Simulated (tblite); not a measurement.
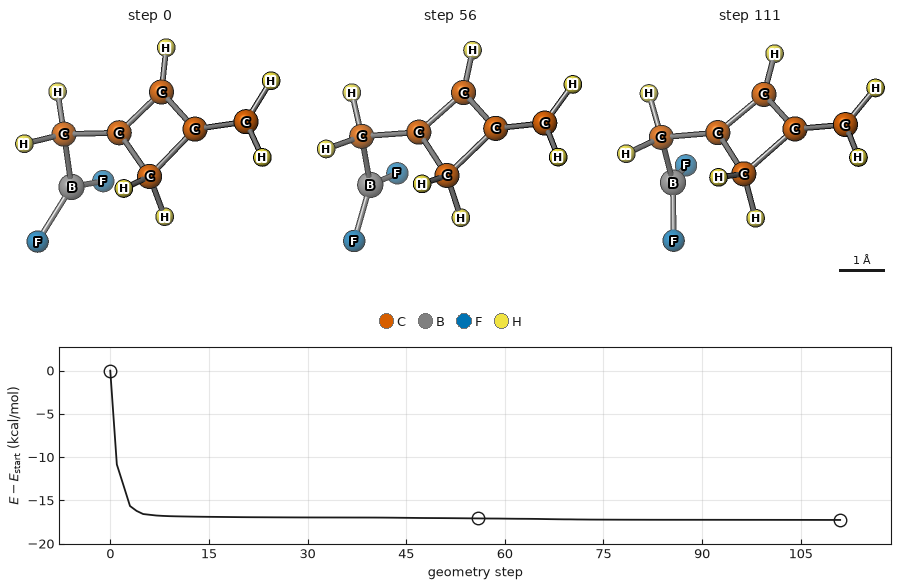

Frames of a relaxation of C6H7BF2, marked on the history of the run. A ball-and-stick model, seen from a free direction.

These are results of GFN2-xTB geometry optimisation, gas phase in tblite, not measurements. 

Q: Describe the path.

A: After 111 geometry steps the energy has fallen by 17.3 kcal/mol. The atom that moves furthest after the best rigid fit is an F atom (0.82 Å). By element the largest moves are F 0.82 Å, H 0.40 Å, C 0.19 Å, B 0.16 Å. Near-neighbour distances that change, for instance: B–F 1.452 → 1.317 Å, C–C 1.485 → 1.527 Å, C–H 1.124 → 1.091 Å, C–C 1.343 → 1.320 Å. Among the angles between lasting bonds that change: C–C–H 111.1° → 115.5°, C–C–C 134.4° → 130.2°, C–C–H 130.5° → 134.3°. Groups turn about B–C by about 25°. Cost: 1.1 s on 1 thread of Arm Neoverse N1 (shared host). From step 0 to 56: an F atom moves most (0.38 Å), energy −17.1 kcal/mol. From step 56 to 111: an F atom moves most (0.44 Å), energy −0.18 kcal/mol.
